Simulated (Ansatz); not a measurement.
AlH4P···CH4

```yaml
atoms:
  - { symbol: Al, position_ang: [0.1352, -0.8073, -0.0749] }
  - { symbol: C, position_ang: [-0.1452, 0.1759, 2.8015] }
  - { symbol: H, position_ang: [-0.8565, 0.3608, 3.6101] }
  - { symbol: H, position_ang: [0.8639, 0.4464, 3.1164] }
  - { symbol: H, position_ang: [-0.4388, 0.7959, 1.9465] }
  - { symbol: H, position_ang: [1.6086, -0.2158, 0.0448] }
  - { symbol: H, position_ang: [-1.0981, 0.1058, -0.5042] }
  - { symbol: P, position_ang: [-0.2213, -3.0843, 0.3062] }
  - { symbol: H, position_ang: [-1.0979, -3.2736, -0.7982] }
  - { symbol: H, position_ang: [0.9465, -3.5212, -0.3794] }
  - { symbol: H, position_ang: [-0.1776, -0.8951, 2.5664] }
```

Theory: RKS PBE0/6-31G* in Ansatz 0.2.0.

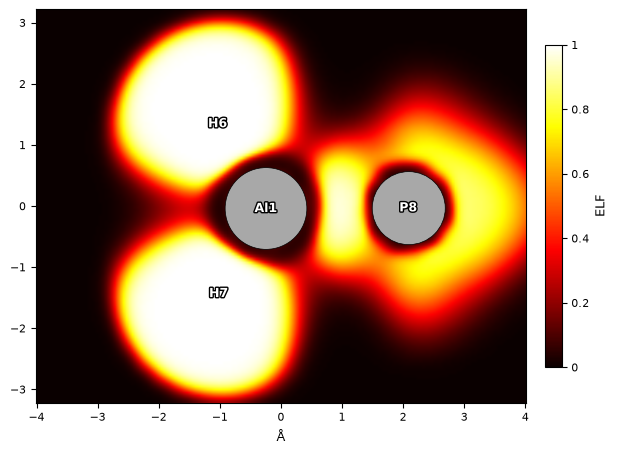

Figure 1. ELF on the plane of atoms H7, Al1 and P8. Grey discs cover the atomic cores.

Interpret the plot.

- Atoms in the plane: Al, H and P.
- Al–P (2.34 Å): the ELF peaks at about 0.95 between the atoms (a covalent bond).
- Al–H (1.59 Å): the ELF climbs to about 1 towards the hydrogen.
- The ELF also peaks beside P8, away from the bonds: lone-pair regions.

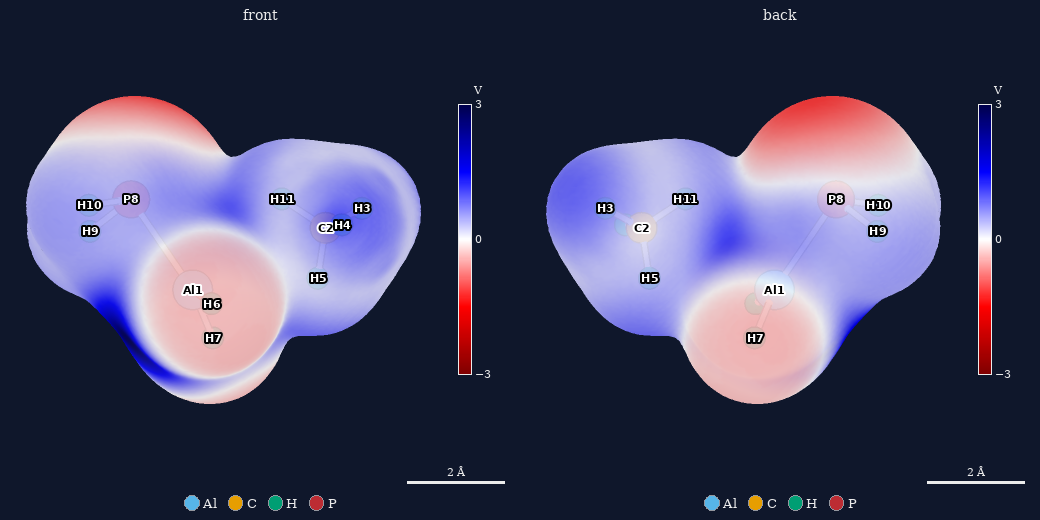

Figure 2. The electrostatic potential painted on the density surface at 0.002 e/bohr³, seen from the front and from behind; red is negative and blue positive.

Describe the electrostatic potential map.

The most negative region (about −1.1 V) lies over P8, the most positive (about +2.7 V) over Al1.

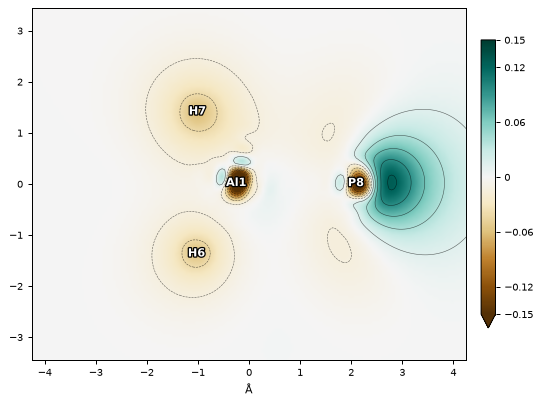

Figure 3. One frontier orbital on the plane of atoms H6, Al1 and P8 (values in Å⁻³ᐟ²; the overall sign is arbitrary).

Which orbital is it: HOMO or LUMO?

The LUMO, at −1.14 eV. Its weight (Hirshfeld) is mainly on Al1 (about 65 %) and P8 (about 10 %).
